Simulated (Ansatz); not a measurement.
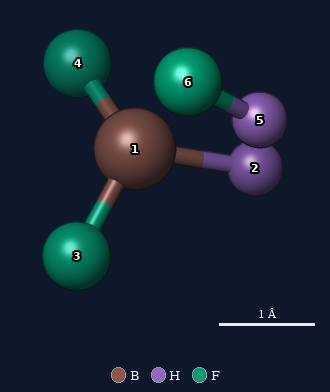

Fig. 1: The input geometry (ball-and-stick view, seen at a tilt; atoms are numbered from 1 in the order of the input).

**Geometry relaxation, with input and output: BH$_{2}$F$_{3}$**

BH$_{2}$F$_{3}$, set up with RHF/6-31G (Ansatz 0.2.0).

The input:
```yaml
crystal:
  periodic: [false, false, false]
  atoms:
    - {symbol: B, position_ang: [-0.279911, -0.169308, -0.198936]}
    - {symbol: H, position_ang: [0.522752, 0.829501, -0.572364]}
    - {symbol: F, position_ang: [-0.019915, -1.289731, -0.853198]}
    - {symbol: F, position_ang: [-1.528769, 0.232274, -0.025476]}
    - {symbol: H, position_ang: [0.819739, 0.576304, 0.434568]}
    - {symbol: F, position_ang: [0.486203, -0.179041, 1.215506]}
basis:
  gaussian: {orbitals: 6-31G}
hamiltonian: {xc: hf}
relax: {f_tol: 0.01, max_steps: 60, escape_saddle: true}
```

Launched with:
```bash
ansatz run in.yaml --threads 2 --pin off --events-out ev --progress --plain --max-ram 4352MiB
```

Output:
```
Error: invalid value for `relax.escape_saddle`: a Gaussian basis doesn't support `true`; leave it out, and run phonons on the result
```

What the run reported:

| quantity | value |
| --- | --- |
| outcome | refused by the program |
| hardware | 2 threads of Arm Neoverse V1, 23 GiB of memory available, shared host |

Diagnosis:

The program refused the input: “invalid value for `relax.escape_saddle`: a Gaussian basis doesn't support `true`; leave it out, and run phonons on the result”
